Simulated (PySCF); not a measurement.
SMILES c1(C=O)ccc([SiH3])cc1 at its GFN2-xTB optimised geometry (Å):

```
17

O     -2.8685    -2.6941    -0.0022
C     -1.6676    -2.5923    -0.0014
C     -0.9200    -1.3319     0.0000
C     -1.6010    -0.1128     0.0008
C     -0.8971     1.0726     0.0008
C      0.4975     1.0856     0.0000
Si     1.4326     2.7293    -0.0042
C      1.1657    -0.1371     0.0000
C      0.4744    -1.3319     0.0000
H     -1.0199    -3.4933    -0.0019
H     -2.6811    -0.1259     0.0012
H     -1.4329     2.0113     0.0014
H      2.8685     2.4503     0.0190
H      1.0384     3.4933     1.1811
H      1.0726     3.4665    -1.2172
H      2.2464    -0.1483    -0.0001
H      1.0078    -2.2725    -0.0002
```

Method: CAM-B3LYP/def2-SVP in PySCF. Cells within 0.4 Å of a nucleus heavier than hydrogen are left out (blank, or x).

Map of the log10 of the electron density (e/bohr³), floored at −4 on the plane z = 0.0 Å:

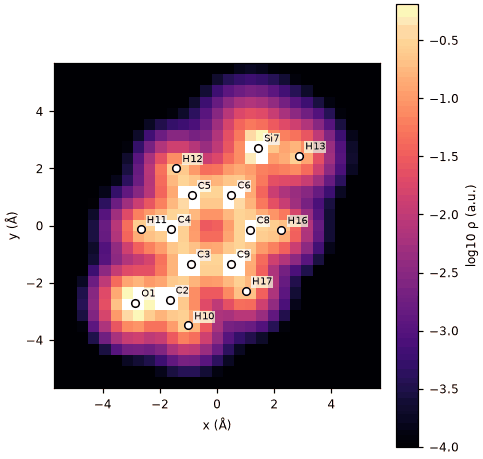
*Log10 of the electron density (e/bohr³), floored at −4 on the plane z = 0.0 Å.*
